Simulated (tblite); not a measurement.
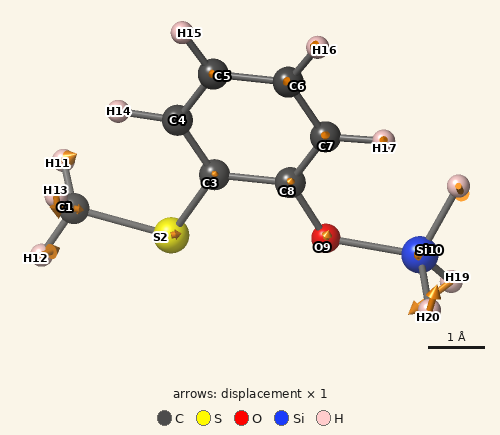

A relaxation of C7H10OSSi. The starting structure is drawn; orange arrows show the displacements, at their true length. The two geometries are superimposed by the best rigid fit.

The picture is a ball-and-stick view, seen from a free direction.

All numbers below come from GFN2-xTB geometry optimisation, gas phase in tblite 0.8.0. 

### Which element moves most?

Hydrogen: up to 1.00 Å, against 0.19 Å for carbon.

### What did the optimiser do to the structure, and how much energy did it gain?

The largest move after the best rigid fit is that of an H atom, 1.00 Å. By element the largest moves are H 1.00 Å, C 0.19 Å, S 0.19 Å, O 0.18 Å, Si 0.16 Å. Among the contacts that change: O–Si 1.740 → 1.626 Å, C–O 1.393 → 1.345 Å, C–H 1.120 → 1.086 Å, C–H 1.062 → 1.079 Å. Bond angles that change, for instance: C–O–Si 121.9° → 134.1°, O–Si–H 110.6° → 99.2°, H–Si–H 106.7° → 113.6°. Groups turn about O–Si by about 30°. The energy falls by 50.5 kJ/mol in 134 geometry steps.
